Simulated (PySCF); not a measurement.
C₇H₉Cl

```xyz
17

C    -0.3583   -2.6284    1.9549
C     0.1267   -1.6329    1.2197
C    -0.7110   -0.6606    0.5566
C    -0.2531    0.3519   -0.1743
C    -0.9157    1.4530   -0.9572
C     0.4770    1.9102   -1.4322
C     1.1198    0.8244   -0.5552
Cl    2.1175   -0.3662   -1.4451
H     0.2820   -3.3435    2.4411
H    -1.4191   -2.7599    2.0939
H     1.1935   -1.5182    1.0887
H    -1.7811   -0.7807    0.6728
H    -1.4448    2.1778   -0.3392
H    -1.5860    1.1123   -1.7454
H     0.7541    2.9263   -1.1605
H     0.6504    1.7632   -2.4951
H     1.7410    1.1834    0.2665
```

Geometry: GFN2-xTB.

These are results of PySCF 2.14.0, PBE0/pcSseg-1, SCF density, gas phase, non-relativistic, not measurements.

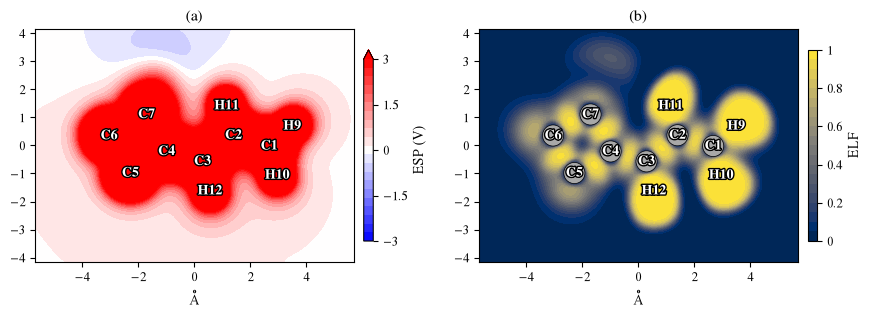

Figure 1. (a) electrostatic potential; (b) electron localisation function on the plane of atoms C1, C2 and H11. Grey discs cover the atomic cores in the ELF map.

What does the map show?

- Atoms in the plane: C and H.
- C–C (1.33 Å): the ELF peaks at about 0.95 between the atoms (a multiple bond).
- C–H (1.08 Å): the ELF climbs to about 1 towards the hydrogen, as it does in any bond to H (an ordinary covalent bond to hydrogen).
- C–C (1.44 Å): the ELF peaks at about 0.95 between the atoms; localised, covalent bonding.
- C–C (1.50 Å): the ELF peaks at about 0.95 between the atoms, as expected for localised, covalent bonding.
- Outside the dense part of the molecule the potential is most negative (−0.5 V) near Cl8, which lies off the plane.

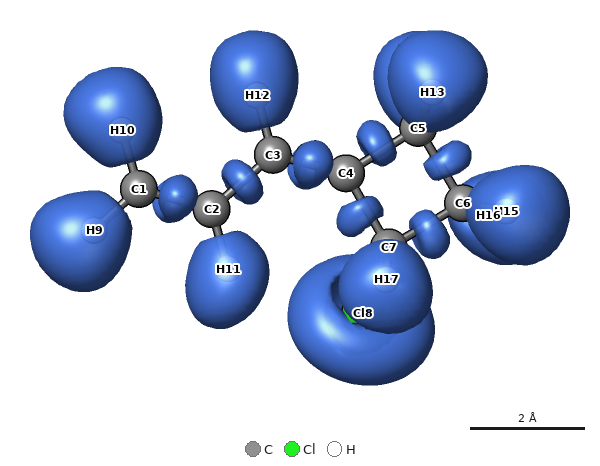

Figure 2. Isosurface of the electron localisation function at 0.8 (blue), seen across its widest extent. Core shells and regions of very low density are left out.

Where are the electrons localised?

The surface consists of seven regions between bonded C–C atoms (shared pairs), one region between bonded C–Cl atoms (shared pairs), nine regions around hydrogen nuclei and one ring or bowl of non-bonding electrons around Cl. Profiles from the grid: C–Cl (1.79 Å): the ELF peaks at about 0.90 between the atoms: a covalent bond.

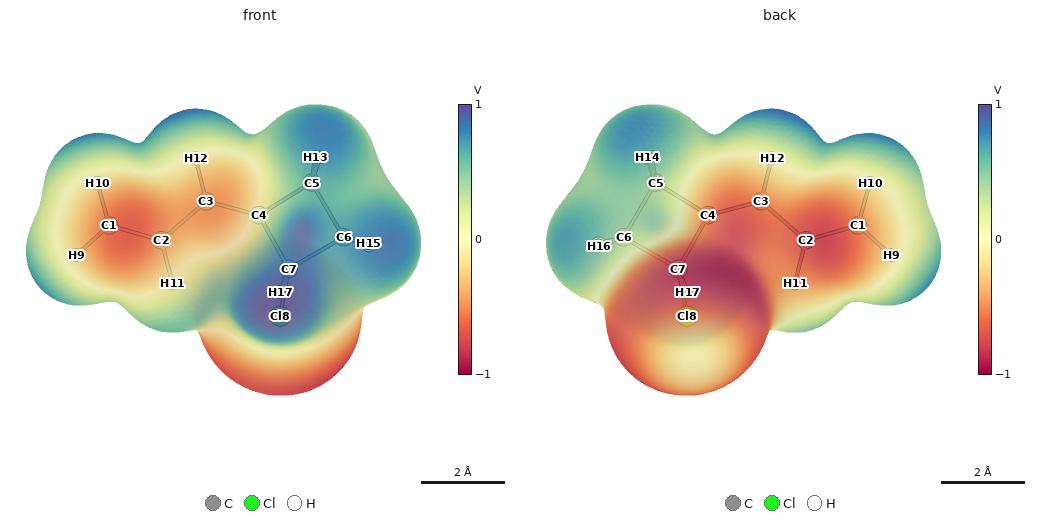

Figure 3. The electrostatic potential painted on the density surface at 0.002 e/bohr³, seen from the front and from behind; the colour scale runs from red (negative) to blue (positive).

Which sites attract a positive test charge, and which a negative one?

A positive charge is drawn to the negative regions and a negative charge to the positive ones. The most negative region (about −0.9 V, or −21 kcal/mol for a unit charge) lies over Cl8, the most positive (about +1.0 V, or +23 kcal/mol for a unit charge) over C6, C7 and H17.
